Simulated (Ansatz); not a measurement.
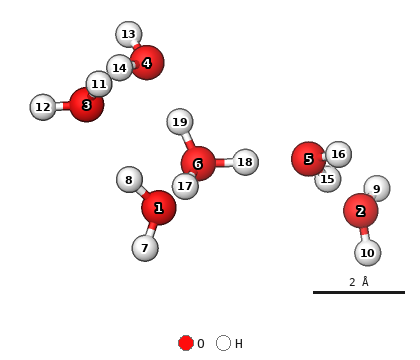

The input geometry (ball-and-stick view, seen at a tilt; atoms are numbered from 1 in the order of the input). Bond lengths as drawn: H–O 0.96 to 1.05 Å.

Geometry relaxation, with input and output: H₁₃O₆ (charge +1) (part 1 of 2)

System: H₁₃O₆, charge +1.
Method: RKS PBE0-D4/def2-SVP (Ansatz 0.2.0).

Figures and captions count atoms from 1; the log counts them from 0 in places.

### Log
```
The last accepted step is kept in [file] (removed where the run ends without a failure and the disk answers)
Engine: ansatz 0.2.0, aarch64-unknown-linux-gnu
Functional definition: PBE0
  parameter a = 0.25
  parameter kappa = 0.804
  parameter beta = 0.06672455060314922
  exchange = (1 - a)*pbe_x(kappa = kappa, mu = beta*pi^2/3) + a*exact_x
  correlation = pbe_c(beta = beta)
1562 factors; integrals over basis functions are off by at most 4.3e-4 eV
mean field evaluation 1: about -12443.8659 eV, gradient 1.2e2 eV
mean field evaluation 2: about -12431.2249 eV, gradient 1.5e2 eV
mean field evaluation 4: about -12467.0867 eV, gradient 4.3e0 eV
mean field evaluation 8: about -12467.1131 eV, gradient 1.4e-1 eV
mean field -12467.11314897 eV, -458.1579577117 hartree, gradient 7.5e-5 eV, S^2 0.000000; 0 other end points of the search recorded, 0 dependent functions left out
the calculation of the forces begins
reference -12467.11318472 eV, -458.1579590258 hartree; 30, 30 occupied and 119, 119 virtual orbitals, 1562 factors
relax step   1: F+E_penalty+E_count = -12467.25702979 eV  Δ(F+E_penalty+E_count) = +0.000e0 eV  max|allowed force component| = 3.358e-1 eV/Å  Δτ_max = 0.0000 Å  (24 SCF iters, accepted)
these checks for a lower state are left out or cut short: starts, cluster_reference, orbital_swaps, neighbouring_geometries, increment
1562 factors; integrals over basis functions are off by at most 4.5e-4 eV
mean field evaluation 16: about -12467.0889 eV, gradient 3.6e0 eV
mean field -12467.12483604 eV, -458.1583872038 hartree, gradient 4.9e-5 eV, S^2 0.000000; 0 other end points of the search recorded, 0 dependent functions left out
[... from here on the field's lines of each further geometry are left out, up to the last ...]
relax step   2: F+E_penalty+E_count = -12467.27019563 eV  Δ(F+E_penalty+E_count) = -1.317e-2 eV  max|allowed force component| = 1.354e-1 eV/Å  Δτ_max = 0.0622 Å  (23 SCF iters, accepted)
relax step   3: F+E_penalty+E_count = -12467.27393220 eV  Δ(F+E_penalty+E_count) = -3.737e-3 eV  max|allowed force component| = 9.926e-2 eV/Å  Δτ_max = 0.0460 Å  (24 SCF iters, accepted)
relax step   4: F+E_penalty+E_count = -12467.27534266 eV  Δ(F+E_penalty+E_count) = -1.410e-3 eV  max|allowed force component| = 4.362e-2 eV/Å  Δτ_max = 0.0220 Å  (24 SCF iters, accepted)
relax step   5: F+E_penalty+E_count = -12467.27670370 eV  Δ(F+E_penalty+E_count) = -1.361e-3 eV  max|allowed force component| = 1.719e-2 eV/Å  Δτ_max = 0.0489 Å  (23 SCF iters, accepted)
relax step   6: F+E_penalty+E_count = -12467.27560462 eV  Δ(F+E_penalty+E_count) = +1.099e-3 eV  max|allowed force component| = 4.041e-1 eV/Å  Δτ_max = 0.0581 Å  (24 SCF iters, rejected (line search))
relax step   7: F+E_penalty+E_count = -12467.27727369 eV  Δ(F+E_penalty+E_count) = -5.700e-4 eV  max|allowed force component| = 9.105e-3 eV/Å  Δτ_max = 0.0290 Å  (23 SCF iters, accepted)
relax step   8: F+E_penalty+E_count = -12467.27726848 eV  Δ(F+E_penalty+E_count) = +5.207e-6 eV  max|allowed force component| = 2.535e-1 eV/Å  Δτ_max = 0.0713 Å  (24 SCF iters, rejected (line search))
relax step   9: F+E_penalty+E_count = -12467.27776045 eV  Δ(F+E_penalty+E_count) = -4.868e-4 eV  max|allowed force component| = 1.954e-2 eV/Å  Δτ_max = 0.0349 Å  (23 SCF iters, accepted)
relax step  10: F+E_penalty+E_count = -12467.27805624 eV  Δ(F+E_penalty+E_count) = -2.958e-4 eV  max|allowed force component| = 7.778e-2 eV/Å  Δτ_max = 0.0483 Å  (23 SCF iters, accepted)
relax step  11: F+E_penalty+E_count = -12467.27819348 eV  Δ(F+E_penalty+E_count) = -1.372e-4 eV  max|allowed force component| = 9.275e-2 eV/Å  Δτ_max = 0.0355 Å  (23 SCF iters, accepted)
relax step  12: F+E_penalty+E_count = -12467.27834317 eV  Δ(F+E_penalty+E_count) = -1.497e-4 eV  max|allowed force component| = 8.229e-2 eV/Å  Δτ_max = 0.0347 Å  (23 SCF iters, accepted)
relax step  13: F+E_penalty+E_count = -12467.27846832 eV  Δ(F+E_penalty+E_count) = -1.252e-4 eV  max|allowed force component| = 4.540e-2 eV/Å  Δτ_max = 0.0242 Å  (23 SCF iters, accepted)
relax step  14: F+E_penalty+E_count = -12467.27855934 eV  Δ(F+E_penalty+E_count) = -9.102e-5 eV  max|allowed force component| = 2.307e-2 eV/Å  Δτ_max = 0.0171 Å  (24 SCF iters, accepted)
relax step  15: F+E_penalty+E_count = -12467.27860383 eV  Δ(F+E_penalty+E_count) = -4.450e-5 eV  max|allowed force component| = 7.128e-3 eV/Å  Δτ_max = 0.0167 Å  (24 SCF iters, accepted)
relax step  16: F+E_penalty+E_count = -12467.27862293 eV  Δ(F+E_penalty+E_count) = -1.909e-5 eV  max|allowed force component| = 4.576e-3 eV/Å  Δτ_max = 0.0140 Å  (24 SCF iters, accepted)
relax step  17: F+E_penalty+E_count = -12467.27863358 eV  Δ(F+E_penalty+E_count) = -1.065e-5 eV  max|allowed force component| = 3.610e-3 eV/Å  Δτ_max = 0.0107 Å  (21 SCF iters, accepted)
relax step  18: F+E_penalty+E_count = -12467.27864296 eV  Δ(F+E_penalty+E_count) = -9.375e-6 eV  max|allowed force component| = 2.683e-3 eV/Å  Δτ_max = 0.0104 Å  (21 SCF iters, accepted)
relax step  19: F+E_penalty+E_count = -12467.27864941 eV  Δ(F+E_penalty+E_count) = -6.457e-6 eV  max|allowed force component| = 2.313e-3 eV/Å  Δτ_max = 0.0088 Å  (21 SCF iters, accepted)
the calculation of the forces begins
reference -12467.13165366 eV, -458.1586377467 hartree; 30, 30 occupied and 119, 119 virtual orbitals, 1562 factors
relax step  20: F+E_penalty+E_count = -12467.27865259 eV  Δ(F+E_penalty+E_count) = -3.176e-6 eV  max|allowed force component| = 1.974e-3 eV/Å  Δτ_max = 0.0053 Å  (21 SCF iters, accepted)
1562 factors; integrals over basis functions are off by at most 5.2e-4 eV
mean field evaluation 128: about -12467.1316 eV, gradient 2.3e-4 eV
```

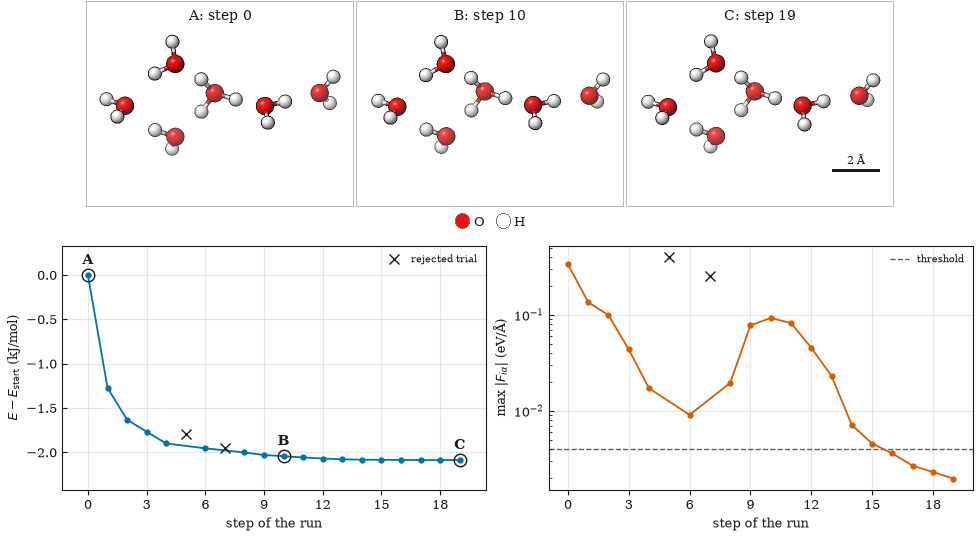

Frames of the relaxation (ball-and-stick view, seen at a tilt) above the curves, on which the letters mark them (the first geometry is step 0 here and step 1 in the log).

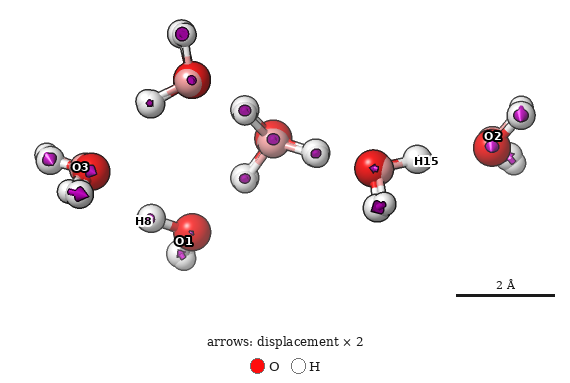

Start (faint) and end (solid) with the displacements as pink arrows, magnified 2 times (ball-and-stick view, seen at a tilt). The two geometries are laid on each other by the best rigid fit. After 19 geometry steps the energy has fallen by 2.09 kJ/mol. The largest force component goes from 0.34 to 0.002 eV/Å. The line search rejected the trial steps at points 5, 7 (counted from 0) and went back. The atom that moves furthest after the best rigid fit is H9 (0.29 Å). Largest moves by element: H 0.29 Å, O 0.21 Å. Among the contacts that change: O6–H18 1.046 → 1.053 Å, O5–H15 0.986 → 0.992 Å, O1–H8 0.972 → 0.976 Å. Among the angles that change: H17–O6–H18 113.2° → 110.8°, H18–O6–H19 112.5° → 110.1°. (Atoms are counted from 1 in the order of the input.)

```
mean field -12467.13161869 eV, -458.1586364616 hartree, gradient 1.0e-5 eV, S^2 0.000000; 1 other end points of the search recorded, 0 dependent functions left out
the calculation of the forces begins
reference -12467.13165366 eV, -458.1586377467 hartree; 30, 30 occupied and 119, 119 virtual orbitals, 1562 factors
Total energy: -12467.27868756 eV, -458.1640411428 hartree
Atom 0 at     0.722493     2.091408     0.702026 Å, force    -0.000620     0.000401    -0.000063 eV/Å
Atom 1 at     1.110000    -4.244643     1.392998 Å, force    -0.000494    -0.001690     0.001016 eV/Å
Atom 2 at    -0.721368     3.293728    -1.374186 Å, force    -0.000518     0.000293     0.000329 eV/Å
Atom 3 at    -1.758279     0.695184    -1.472824 Å, force     0.000067     0.000527     0.000163 eV/Å
Atom 4 at     0.972793    -2.036785    -0.022794 Å, force    -0.001578    -0.000903     0.000548 eV/Å
Atom 5 at    -0.484748    -0.143798     0.556752 Å, force     0.001377    -0.000563    -0.001449 eV/Å
Atom 6 at     0.875309     2.610452     1.499735 Å, force     0.000208    -0.000102     0.000092 eV/Å
Atom 7 at     0.303459     2.685453     0.050191 Å, force     0.000362    -0.000490    -0.000007 eV/Å
Atom 8 at     0.761630    -5.087401     1.080408 Å, force     0.000741     0.001735     0.000994 eV/Å
Atom 9 at     1.181010    -4.330271     2.350224 Å, force    -0.000381    -0.000176    -0.001974 eV/Å
Atom 10 at    -0.186901     3.527243    -2.146328 Å, force    -0.000222    -0.000155     0.000066 eV/Å
Atom 11 at    -1.283413     4.065513    -1.219733 Å, force     0.000223     0.000145    -0.000062 eV/Å
Atom 12 at    -2.693070     0.567386    -1.668989 Å, force    -0.000237    -0.000190     0.000044 eV/Å
Atom 13 at    -1.567230     1.646704    -1.573146 Å, force     0.000412    -0.000624    -0.000286 eV/Å
Atom 14 at     0.987236    -2.856238     0.536365 Å, force     0.000474     0.000237    -0.000465 eV/Å
Atom 15 at     1.861699    -1.926613    -0.376362 Å, force     0.001328    -0.000052    -0.000042 eV/Å
Atom 16 at     0.034879     0.708499     0.737157 Å, force    -0.000134     0.000661     0.000130 eV/Å
Atom 17 at     0.167293    -0.934639     0.316219 Å, force    -0.000433     0.000441     0.000815 eV/Å
Atom 18 at    -1.070094     0.081097    -0.242903 Å, force    -0.000576     0.000505     0.000150 eV/Å
Dipole moment:    -0.145136     0.542371    -0.025904 e Å
```

### Trajectory as extended XYZ (Å, eV, eV/Å), 12 of the 20 frames kept, from step=1 to step=20
```
19
Properties=species:S:1:pos:R:3:forces:R:3 step=1 energy=-12467.25703
O     0.7459    2.1298    0.6940    0.0316  -0.2890  -0.0937
O     0.9711   -4.2645    1.5423    0.0205   0.2985  -0.1969
O    -0.8425    3.4132   -1.2949    0.0229  -0.3358   0.1856
O    -1.7250    0.7162   -1.5679    0.2338  -0.1677   0.1024
O     1.0237   -2.1249   -0.0210   -0.2248   0.2023   0.0030
O    -0.3785   -0.1456    0.4173   -0.0562  -0.0519   0.1104
H     0.9939    2.5797    1.5054   -0.0016   0.1218   0.1116
H     0.2837    2.7663    0.1236   -0.0896   0.1235  -0.0958
H     0.5692   -5.1005    1.2932   -0.0384  -0.1503   0.0304
H     1.3312   -4.3795    2.4250    0.0271  -0.0893   0.1267
H    -0.3376    3.7313   -2.0518    0.0556   0.0937  -0.1212
H    -1.4492    4.1272   -1.0707   -0.0768   0.1482  -0.0079
H    -2.6172    0.4847   -1.8372   -0.1574   0.0268  -0.0387
H    -1.6313    1.6816   -1.6152    0.0086   0.1803  -0.0083
H     1.0129   -2.9089    0.5775    0.0362  -0.1454   0.0770
H     1.8606   -2.1108   -0.4895    0.1534  -0.0580  -0.0404
H     0.1257    0.7025    0.6369    0.0360   0.0888  -0.0194
H     0.2490   -0.9617    0.2290    0.0442  -0.0406  -0.0438
H    -0.9730    0.0764   -0.3713   -0.0248   0.0440  -0.0811
19
Properties=species:S:1:pos:R:3:forces:R:3 step=3 energy=-12467.27393
O     0.7409    2.1126    0.6695    0.0036   0.0440   0.0593
O     0.9753   -4.2335    1.5132    0.0047  -0.0122   0.0073
O    -0.8124    3.3514   -1.2916   -0.0229   0.0772  -0.0206
O    -1.7018    0.7201   -1.5557   -0.0812   0.0001  -0.0136
O     1.0173   -2.1091   -0.0329    0.0223   0.0415  -0.0496
O    -0.3912   -0.1493    0.4334   -0.0482  -0.0272   0.0756
H     0.8959    2.5957    1.4911   -0.0222  -0.0424  -0.0860
H     0.2692    2.7166    0.0633    0.0398  -0.0056   0.0261
H     0.5675   -5.0742    1.2761    0.0139   0.0187   0.0140
H     1.3291   -4.3506    2.4019   -0.0150  -0.0051  -0.0251
H    -0.3196    3.6926   -2.0528   -0.0286  -0.0291   0.0485
H    -1.4263    4.0613   -1.0542    0.0352  -0.0258  -0.0229
H    -2.6315    0.5568   -1.7591    0.0993   0.0267   0.0233
H    -1.5596    1.6858   -1.5881   -0.0150  -0.0406  -0.0255
H     1.0000   -2.8993    0.5640    0.0100  -0.0116   0.0101
H     1.8795   -2.0863   -0.4618   -0.0382  -0.0160   0.0305
H     0.1179    0.7020    0.6413    0.0205   0.0286  -0.0049
H     0.2431   -0.9580    0.2280    0.0336  -0.0322  -0.0081
H    -0.9807    0.0776   -0.3608   -0.0115   0.0109  -0.0385
19
Properties=species:S:1:pos:R:3:forces:R:3 step=4 energy=-12467.27534
O     0.7406    2.1082    0.6725   -0.0043   0.0140  -0.0216
O     0.9835   -4.2310    1.5050    0.0086  -0.0136   0.0142
O    -0.8140    3.3529   -1.2898    0.0023   0.0436  -0.0299
O    -1.7036    0.7162   -1.5514    0.0080   0.0240  -0.0075
O     1.0148   -2.1053   -0.0365    0.0016   0.0133  -0.0196
O    -0.3979   -0.1520    0.4424   -0.0353   0.0038   0.0388
H     0.8893    2.5923    1.4926   -0.0034  -0.0013  -0.0056
H     0.2784    2.7142    0.0611    0.0158  -0.0130   0.0335
H     0.5759   -5.0717    1.2686    0.0041   0.0082   0.0010
H     1.3212   -4.3436    2.4004   -0.0079   0.0028  -0.0160
H    -0.3116    3.6743   -2.0527   -0.0164  -0.0087   0.0241
H    -1.4191    4.0754   -1.0695    0.0206  -0.0259  -0.0069
H    -2.6336    0.5586   -1.7491    0.0070   0.0035   0.0025
H    -1.5562    1.6807   -1.5939   -0.0203  -0.0346   0.0009
H     1.0013   -2.8966    0.5600   -0.0012   0.0062   0.0002
H     1.8783   -2.0782   -0.4609   -0.0066  -0.0053   0.0089
H     0.1122    0.7006    0.6478   -0.0006  -0.0031  -0.0101
H     0.2394   -0.9586    0.2322    0.0191  -0.0163  -0.0033
H    -0.9863    0.0761   -0.3539    0.0089   0.0023  -0.0035
19
Properties=species:S:1:pos:R:3:forces:R:3 step=6 energy=-12467.27561 accepted=F
O     0.7465    2.0886    0.6693    0.0007   0.0021   0.0204
O     1.0772   -4.2392    1.4563    0.0489  -0.0506   0.4041
O    -0.7949    3.3462   -1.3053    0.0025  -0.0188   0.0091
O    -1.6970    0.7036   -1.5353   -0.0200  -0.0092   0.0022
O     0.9828   -2.0884   -0.0539    0.0120   0.0016   0.0010
O    -0.4348   -0.1603    0.4943    0.0203  -0.0137  -0.0106
H     0.9137    2.5810    1.4811    0.0047  -0.0063  -0.0022
H     0.2929    2.6985    0.0567   -0.0073  -0.0017  -0.0148
H     0.6124   -5.0540    1.2316    0.0127   0.0208  -0.0172
H     1.2437   -4.2943    2.4118   -0.0596   0.0404  -0.3930
H    -0.2923    3.6609   -2.0696    0.0068   0.0033  -0.0100
H    -1.3950    4.0723   -1.0871   -0.0058   0.0088   0.0010
H    -2.6207    0.5413   -1.7574    0.0059  -0.0056  -0.0002
H    -1.5522    1.6667   -1.5914    0.0138   0.0104   0.0049
H     0.9916   -2.8802    0.5429    0.0032  -0.0213   0.0013
H     1.8565   -2.0289   -0.4550   -0.0152   0.0035   0.0064
H     0.0845    0.6904    0.6827   -0.0042   0.0017  -0.0054
H     0.2105   -0.9614    0.2618   -0.0194   0.0259   0.0033
H    -1.0130    0.0694   -0.3086    0.0002   0.0087  -0.0002
```
